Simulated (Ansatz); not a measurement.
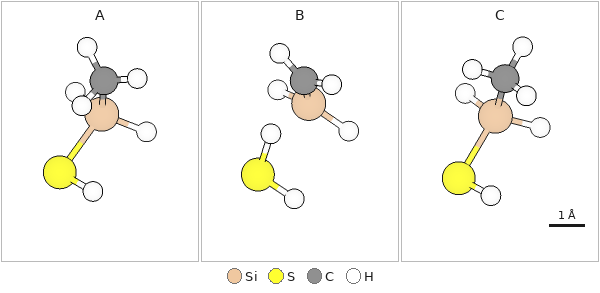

3 geometries from a converged minimum-energy path of CH6SSi, shuffled. The picture is a ball-and-stick view, seen from a free direction.

Level of theory: RKS PBE0-D4/6-31G* (Ansatz). Set-up: 9 movable images; climbing image; force threshold 0.03 eV/Å; iteration limit 59; starting path through a guess of the saddle point.

Question: Which frame is the top of the path?

Answer: B. In order along the path, whose images run from 0 to 10: C (image 0, 0.00 eV), A (image 4, +0.41 eV), B (image 6, +3.56 eV). Breaking: C–H (1.09 → 2.43 Å), S–Si (2.15 → 4.38 Å). Forming: H–S (3.52 → 1.35 Å).

Cost: 5.8 min on 1 thread of Arm Neoverse V1, on a shared host, peak memory 0.24 GiB.
